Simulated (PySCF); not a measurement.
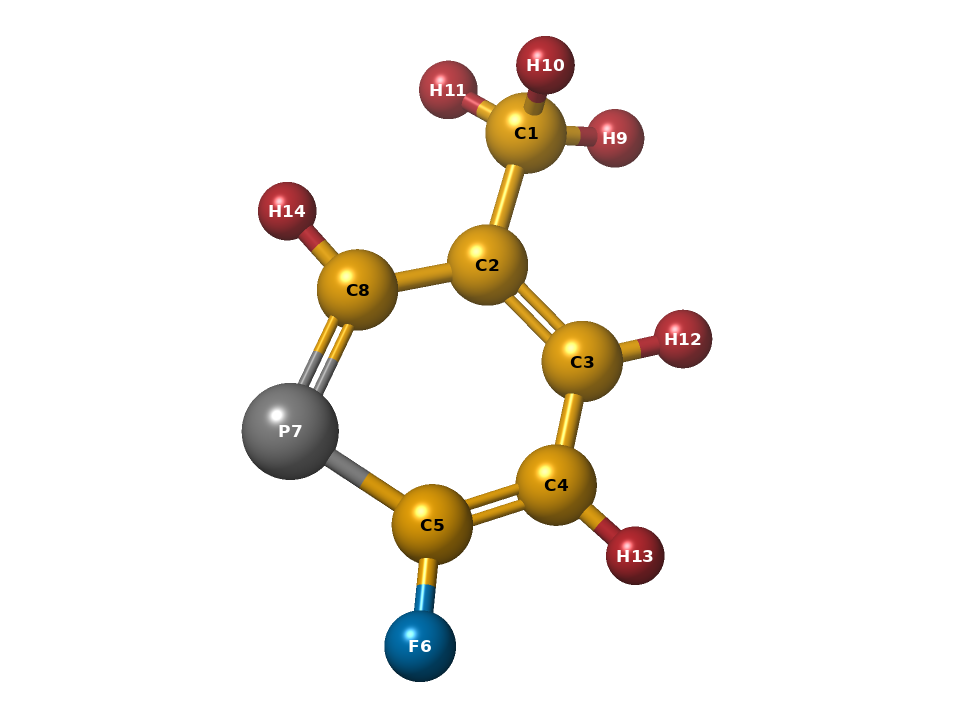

The geometry was computed by an optimisation with PBE0-D3(BJ)/def2-SVP. No frequency run is at hand to confirm it as a minimum. Level of theory: delta-SCF UKS SCAN, pcX-2 on the ionised atom, pcseg-1 elsewhere, spin-free X2C (PySCF 2.14.0).

Give the core-electron binding energies (to vacuum; p and d levels without spin–orbit splitting) of C1 1s, C2 1s, C3 1s, C4 1s, C5 1s, F6 1s, P7 1s, P7 2p, C8 1s.

```tsv
atom	level	binding energy (eV)
C1	1s	291.0
C2	1s	290.7
C3	1s	290.5
C4	1s	290.7
C5	1s	292.3
F6	1s	692.7
P7	1s	2149.5
P7	2p	136.3
C8	1s	290.2
```
